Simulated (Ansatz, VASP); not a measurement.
# LaFe2P2: VASP beside Ansatz

Aim: how closely do two programs agree when they are given the same cell, functional and k mesh?

Method: plane waves, with VASP 6.6.1 beside it; single point at PBEsol, in Ansatz 0.2.0.

### Step 1. Set-up

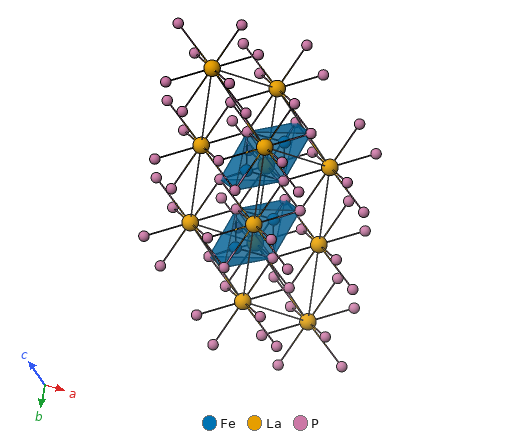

The cell as given, from a free direction (iron blue, lanthanum orange, phosphorus pink). Some periodic images of atoms are drawn too.

As a file:

```
Fe La P
1.0
    -1.89288    1.89288    5.51002
     3.78577   -3.78577   11.02003
     1.89288    1.89288   -5.51002
Fe La P
4 2 4
Direct
  0.25000 0.37500 0.50000
  0.25000 0.87500 0.50000
  0.75000 0.12500 0.50000
  0.75000 0.62500 0.50000
  0.00000 0.00000 0.00000
  0.00000 0.50000 0.00000
  0.34774 0.17387 0.00000
  0.34774 0.67387 0.00000
  0.65226 0.32613 0.00000
  0.65226 0.82613 0.00000
```

### Step 2. VASP: single point, PBEsol

With cell and atoms fixed, the geometry can't cause a difference; cores, projectors, grids and the points listed under the comparison can.

Lines of VASP's logs that name or quote its potential files are left out, and so is its time.

Contents of INCAR:

```
SYSTEM = LaFe2P2
PREC = Accurate
ENCUT = 350
EDIFF = 1E-06
NELM = 150
ISMEAR = 0
SIGMA = 0.05
LREAL = .FALSE.
ALGO = Normal
GGA = PS
NBANDS = 52
ISPIN = 2
MAGMOM = 3 3 3 3 0 0 0 0 0 0
LASPH = .TRUE.
LMAXMIX = 4
AMIX = 0.2
BMIX = 1E-04
AMIX_MAG = 0.8
BMIX_MAG = 1E-04
LORBIT = 11
LWAVE = .TRUE.
LCHARG = .TRUE.
KPAR = 4
```

Contents of POSCAR:

```
LaFe2P2
1.0
   -1.8928825844      1.8928825844      5.5100156407
    3.7857651688     -3.7857651688     11.0200312814
    1.8928825844      1.8928825844     -5.5100156407
Fe Fe La P
1 3 2 4
Direct
    0.2500000000      0.3750000000      0.5000000000
    0.2500000000      0.8750000000      0.5000000000
    0.7500000000      0.1250000000      0.5000000000
    0.7500000000      0.6250000000      0.5000000000
    0.0000000000      0.0000000000      0.0000000000
    0.0000000000      0.5000000000      0.0000000000
    0.3477425600      0.1738712800      0.0000000000
    0.3477425600      0.6738712800      0.0000000000
    0.6522574400      0.3261287200      0.0000000000
    0.6522574400      0.8261287200      0.0000000000
```

Contents of KPOINTS:

```
Automatic mesh
0
Gamma
6 6 6
0 0 0
```

Potentials, in the order of the species: Fe, Fe, La and P (PBE family, release 64).

The run is started by

```bash
$ mpirun -np 4 vasp_std
```

Numbers of over 12 decimals in the logs are rounded to 6 here.

Output:

```text
[banner, memory and clock lines left out]
running    4 mpi-ranks, on    1 nodes
 distrk:  each k-point on    1 cores,    4 groups
 distr:  one band on    1 cores,    1 groups

 POSCAR found type information on POSCAR FeFeLaP
 POSCAR found :  4 types and      10 ions
|                                                                             |
|               ----> ADVICE to this user running VASP <----                  |
|                                                                             |
|     You enforced a specific xc type in the INCAR file but a different       |
|     [... a line on the potential file left out ...]
|     I HOPE YOU KNOW WHAT YOU ARE DOING!                                     |
|                                                                             |

 LDA part: xc-table for (Slater+PW92), standard interpolation
 POSCAR, INCAR and KPOINTS ok, starting setup
 FFT: planning ... GRIDC
 FFT: planning ... GRID_SOFT
 FFT: planning ... GRID
 WAVECAR not read
 entering main loop
       N       E                     dE             d eps       ncg     rms          rms(c)
DAV:   1     0.602148246929E+03    0.60215E+03   -0.20873E+04 14232   0.145E+03
DAV:   2     0.542729173147E+02   -0.54788E+03   -0.50323E+03 15384   0.345E+02
DAV:   3    -0.703572985894E+02   -0.12463E+03   -0.11519E+03 19412   0.173E+02
DAV:   4    -0.867062185408E+02   -0.16349E+02   -0.15124E+02 25772   0.636E+01
DAV:   5    -0.884249379532E+02   -0.17187E+01   -0.16273E+01 26376   0.193E+01    0.421E+01
DAV:   6    -0.945681466137E+02   -0.61432E+01   -0.25490E+02 26960   0.115E+02    0.380E+01
DAV:   7    -0.790233022360E+02    0.15545E+02   -0.64151E+01 22776   0.767E+01    0.168E+01
DAV:   8    -0.809695416185E+02   -0.19462E+01   -0.30838E+01 24336   0.227E+01    0.130E+01
DAV:   9    -0.802929539171E+02    0.67659E+00   -0.73526E+00 25648   0.217E+01    0.428E+00
DAV:  10    -0.804155344947E+02   -0.12258E+00   -0.22770E+00 25988   0.143E+01    0.529E+00
DAV:  11    -0.802746305931E+02    0.14090E+00   -0.78856E-01 26520   0.831E+00    0.188E+00
DAV:  12    -0.802812919034E+02   -0.66613E-02   -0.16220E-01 26048   0.384E+00    0.213E+00
DAV:  13    -0.802562644960E+02    0.25027E-01   -0.12062E-01 25464   0.372E+00    0.810E-01
DAV:  14    -0.802598228002E+02   -0.35583E-02   -0.42986E-02 26040   0.194E+00    0.940E-01
DAV:  15    -0.802558263778E+02    0.39964E-02   -0.30081E-02 25184   0.182E+00    0.409E-01
DAV:  16    -0.802558097159E+02    0.16662E-04   -0.32210E-03 27240   0.491E-01    0.250E-01
DAV:  17    -0.802556574471E+02    0.15227E-03   -0.11552E-03 25400   0.227E-01    0.132E-01
DAV:  18    -0.802556932466E+02   -0.35800E-04   -0.48926E-04 27392   0.159E-01    0.729E-02
DAV:  19    -0.802557191084E+02   -0.25862E-04   -0.12948E-04 27160   0.749E-02    0.378E-02
DAV:  20    -0.802557289761E+02   -0.98678E-05   -0.50118E-05 28232   0.485E-02    0.173E-02
DAV:  21    -0.802557319314E+02   -0.29553E-05   -0.13442E-05 26784   0.216E-02    0.109E-02
DAV:  22    -0.802557339652E+02   -0.20338E-05   -0.50430E-06 20112   0.118E-02    0.724E-03
DAV:  23    -0.802557348789E+02   -0.91373E-06   -0.46646E-06 22752   0.964E-03
   1 F= -.80255735E+02 E0= -.80250996E+02  d E =-.947759E-02  mag=    -0.0005
 writing wavefunctions
```

OUTCAR, selected parts (step 2):

```text
ion  position               nearest neighbor table
   1  0.250  0.375  0.500-   9 2.18   7 2.18   8 2.18   9 2.18   4 2.68   4 2.68   3 2.68   3 2.68
                             6 3.34   6 3.34   5 3.34   6 3.34
   2  0.250  0.875  0.500-  10 2.18   8 2.18   7 2.18  10 2.18   3 2.68   3 2.68   4 2.68   4 2.68
                             5 3.34   5 3.34   5 3.34   6 3.34
   3  0.750  0.125  0.500-   9 2.18   7 2.18   7 2.18  10 2.18   2 2.68   1 2.68   1 2.68   2 2.68
                             5 3.34   5 3.34   6 3.34   5 3.34
   4  0.750  0.625  0.500-  10 2.18   8 2.18   8 2.18   9 2.18   1 2.68   2 2.68   2 2.68   1 2.68
                             6 3.34   6 3.34   5 3.34   6 3.34
   5  0.000  0.000  0.000-  10 3.16   8 3.16   9 3.16   7 3.16   7 3.16  10 3.16   9 3.16   8 3.16
                             3 3.34   2 3.34   3 3.34   2 3.34   3 3.34   1 3.34   2 3.34   4 3.34
   6  0.000  0.500  0.000-   9 3.16   7 3.16  10 3.16   8 3.16   8 3.16   9 3.16  10 3.16   7 3.16
                             4 3.34   1 3.34   4 3.34   1 3.34   2 3.34   3 3.34   1 3.34   4 3.34
   7  0.348  0.174  0.000-   1 2.18   3 2.18   2 2.18   3 2.18   5 3.16   6 3.16   5 3.16   6 3.16

  LATTYP: Found a base centered monoclinic cell.
 ALAT       =    11.6521717871
 B/A-ratio  =     0.3248978163
 C/A-ratio  =     0.6497956326
 COS(beta)  =    -0.3248978163

 Subroutine GETGRP returns: Found  2 space group operations
 (whereof  2 operations were pure point group operations)

The static configuration has the point symmetry C_1h.

 Found     68 irreducible k-points:

   k-points           NKPTS =     68   k-points in BZ     NKDIM =     68   number of bands    NBANDS=     52

   dimension x,y,z NGX =    40 NGY =   80 NGZ =   40
   dimension x,y,z NGXF=    80 NGYF=  160 NGZF=   80

   ENCUT  =  350.0 eV  25.72 Ry    5.07 a.u.   9.34 18.69  9.34*2*pi/ulx,y,z

   NELECT =      74.0000    total number of electrons

 k-points in reciprocal lattice and weights: Automatic mesh
   0.00000000  0.00000000  0.00000000       0.005
   0.16666667  0.00000000  0.00000000       0.019
   0.33333333  0.00000000  0.00000000       0.019
   0.50000000  0.00000000  0.00000000       0.009
   0.00000000  0.16666667  0.00000000       0.009
   0.16666667  0.16666667 -0.00000000       0.019
   0.33333333  0.16666667 -0.00000000       0.019
   0.50000000  0.16666667  0.00000000       0.019
  -0.33333333  0.16666667  0.00000000       0.019
[...]
0.50000000  0.33333333  0.50000000       0.009
   0.50000000  0.50000000  0.50000000       0.005

 average (electrostatic) potential at core
       1 -39.9871       2 -39.9871       3 -39.9871       4 -39.9871       5 -94.7665
       6 -94.7665       7 -79.6811       8 -79.6816       9 -79.6813      10 -79.6813

 E-fermi :   8.9071

 spin component 1
 k-point     1 :       0.0000    0.0000    0.0000
  band No.  band energies     occupation
    ...
     33       7.8668      1.00000
     34       8.0225      1.00000
     35       8.5748      1.00000
     36       8.5782      1.00000
     37       8.6364      1.00000
     38       9.4765      0.00000
     39       9.5322      0.00000
     40       9.6309      0.00000
     41       9.9169      0.00000
     42      10.5885      0.00000
    ...

 k-point     2 :       0.1667    0.0000    0.0000
  band No.  band energies     occupation
    ...
     33       8.0766      1.00000
     34       8.1572      1.00000
     35       8.3706      1.00000
     36       8.4319      1.00000
     37       8.6534      1.00000
     38       9.0398      0.00009
     39       9.5837      0.00000
     40       9.6344      0.00000
     41       9.9755      0.00000
     42      10.1518      0.00000
    ...

 k-point     3 :       0.3333    0.0000    0.0000
  band No.  band energies     occupation
    ...
     34       8.0027      1.00000
     35       8.1007      1.00000
     36       8.2517      1.00000
     37       8.6768      1.00000
     38       8.8062      0.99784
     39       8.9082      0.48744
     40       9.6919      0.00000
     41       9.8557      0.00000
     42       9.8951      0.00000
     43      10.2812      0.00000
    ...

 k-point     4 :       0.5000    0.0000    0.0000
  band No.  band energies     occupation
    ...
     34       7.8688      1.00000
     35       8.0468      1.00000
     36       8.3090      1.00000
     37       8.3108      1.00000
     38       8.4214      1.00000
     39       9.5307      0.00000
     40       9.6307      0.00000
     41       9.7239      0.00000
     42       9.8170      0.00000
     43       9.9169      0.00000
    ...

 k-point     5 :       0.0000    0.1667    0.0000
  band No.  band energies     occupation
    ...
     33       7.9317      1.00000
     34       8.1181      1.00000
     35       8.5261      1.00000
     36       8.5422      1.00000
     37       8.6210      1.00000
     38       9.2606      0.00000
     39       9.5018      0.00000
     40       9.5809      0.00000
     41      10.3473      0.00000
     42      10.4854      0.00000
    ...

 k-point     6 :       0.1667    0.1667   -0.0000
  band No.  band energies     occupation
    ...
     33       8.0957      1.00000
     34       8.1975      1.00000
     35       8.3627      1.00000
     36       8.4086      1.00000
     37       8.7536      0.99999
     38       8.9268      0.28897
     39       9.6035      0.00000
     40       9.7274      0.00000
     41       9.9123      0.00000
     42      10.1373      0.00000
    ...

  Total       -2.5148416     -2.4145020     -3.2007543      0.0000000      0.0000000      0.0014892
  in kB      -25.5112092    -24.4933383    -32.4692870      0.0000000      0.0000000      0.0151065
  external PRESSURE =     -27.4912782 kB  Pullay stress =       0.0000000 kB

  energy-cutoff  :      350.00
  volume of cell :      157.94
      direct lattice vectors                 reciprocal lattice vectors
    -1.892882584  1.892882584  5.510015641     0.000000000  0.264147393  0.090743844
     3.785765169 -3.785765169 11.020031281     0.132073697  0.000000000  0.045371922
     1.892882584  1.892882584 -5.510015641     0.264147393  0.264147393  0.000000000

 POSITION                                       TOTAL-FORCE (eV/Angst)
 -----------------------------------------------------------------------------------
      1.89288     -0.00000      2.75501        -0.000680      0.000000      0.005699
      3.78577     -1.89288      8.26502        -0.000864      0.000000      0.005782
     -0.00000      1.89288      2.75501         0.000826      0.000000     -0.005782
      1.89288      0.00000      8.26502         0.000712      0.000000     -0.005678
      0.00000      0.00000      0.00000        -0.000047      0.000000     -0.000035
      1.89288     -1.89288      5.51002         0.000039      0.000000      0.000015
      0.00000      0.00000      3.83213        -0.001247      0.000000      0.327279
      1.89288     -1.89288      9.34215        -0.001271     -0.000000      0.327274
      0.00000      0.00000      7.18790         0.001203     -0.000000     -0.327231
      1.89288     -1.89288     12.69791         0.001329     -0.000000     -0.327324
 -----------------------------------------------------------------------------------
    total drift:                                0.000012      0.000000      0.000022

  FREE ENERGIE OF THE ION-ELECTRON SYSTEM (eV)
  ---------------------------------------------------
  free  energy   TOTEN  =       -80.2557348789 eV

  energy  without entropy=      -80.2462572888  energy(sigma->0) =      -80.25099608

 total charge
# of ion       s       p       d       f       tot
--------------------------------------------------
    1        0.465   0.646   6.598   0.000   7.709
    2        0.465   0.646   6.598   0.000   7.709
    3        0.465   0.646   6.598   0.000   7.710
    4        0.465   0.646   6.598   0.000   7.709
    5        2.025   5.627   0.748   0.165   8.565
    6        2.025   5.627   0.748   0.165   8.565
    7        1.019   1.494   0.000   0.000   2.513
    8        1.019   1.494   0.000   0.000   2.513
    9        1.019   1.494   0.000   0.000   2.513
   10        1.019   1.494   0.000   0.000   2.513
--------------------------------------------------
tot          9.989  19.813  27.889   0.329  58.020

 magnetization (x)
# of ion       s       p       d       f       tot
--------------------------------------------------
    1       -0.000  -0.000  -0.000   0.000  -0.000
    2       -0.000  -0.000  -0.000   0.000  -0.000
    3       -0.000  -0.000  -0.000   0.000  -0.000
    4       -0.000  -0.000  -0.000   0.000  -0.000
    5       -0.000  -0.000  -0.000  -0.000  -0.000
    6       -0.000  -0.000  -0.000  -0.000  -0.000
    7        0.000   0.000   0.000   0.000   0.000
    8        0.000   0.000   0.000   0.000   0.000
    9        0.000   0.000   0.000   0.000   0.000
   10        0.000   0.000   0.000   0.000   0.000
--------------------------------------------------
tot          0.000   0.000  -0.000  -0.000  -0.000

[... 6 further parts left out ...]
```

The run ends at a pressure of -2.75 GPa, with forces up to 0.33 eV/Å.

(Continued in part 2 of 2.)

[Lines on the potential files, build, host, timing and source positions are cut from VASP's logs without a mark.]

[Logs are printed without paths, hosts, clocks, repeated set-up lines and the standing remarks that a program may print on its own settings, such as how far it seeks lower states.]

[Hosts, paths, dates, database ids (printed as entryN), source tags and the programs' standing remarks are cut or masked in the printed files.]
